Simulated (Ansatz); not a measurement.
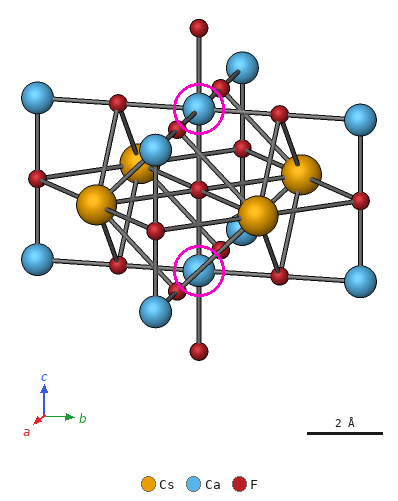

Perfect CsCaF3. A ball-and-stick model of the atoms within 5.5 Å of one point, seen slightly off an axis.

Level of theory: DFT, PBEsol, PAW, plane waves (Ansatz). Settings: plane-wave cutoff 420 eV; k-point mesh 1 × 1 × 1; mesh shifted by (0.25, 0.25, 0.25); collinear spin. Fermi-Dirac smearing of 0.01 eV. The axes drawn are those of the host's conventional cell.

Two calcium atoms are replaced by lithium, the two sites 4.5 Å apart at the ringed places, in charge state 0. The supercell has 40 sites, and the atoms are relaxed at the host's cell.

**How do the neighbours respond?**

One site: in the host the Ca atom has 6 F at 2.25 Å; the Li atom ends with 3 F at 1.88 to 1.94 Å. The other site: in the host the Ca atom has 6 F at 2.25 Å; the Li atom ends with 4 F at 1.90 to 2.01 Å. Of the host's atoms, a fluorine atom moves furthest from its site, by 0.72 Å. The Li atom itself moves 0.54 Å from where it was put. The Li atom itself moves 0.42 Å from where it was put. The cell's net moment is 2.00 μB.

The relaxed defect, seen from the same direction:

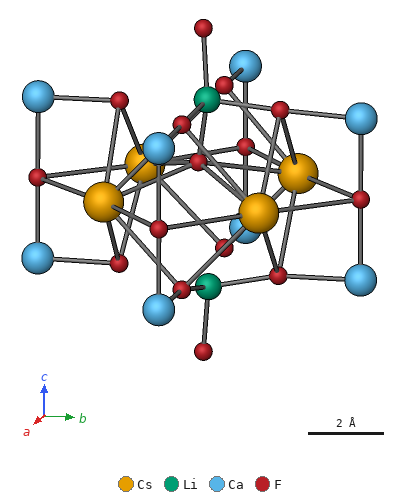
